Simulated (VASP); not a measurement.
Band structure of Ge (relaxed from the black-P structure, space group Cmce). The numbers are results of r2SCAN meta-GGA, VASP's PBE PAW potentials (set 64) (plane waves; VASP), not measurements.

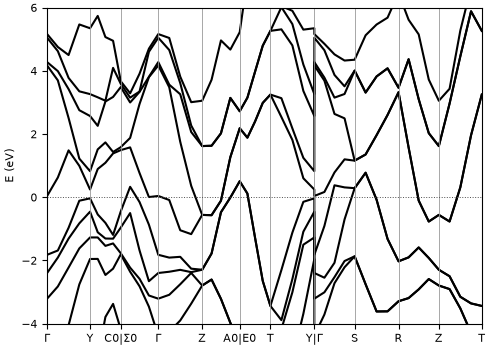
Fig. 1. Bands along high-symmetry lines, zero at the valence-band maximum or, without a gap, the Fermi level

### Question
Read the plot: is there a gap, and where are the band edges?

### Answer
It has no gap at this level: it comes out as a metal or semimetal.

The structure was generated: Ge was put into the black-P type (Cmce), which need not be its known phase. It was relaxed first, which changed the volume by -15 %.
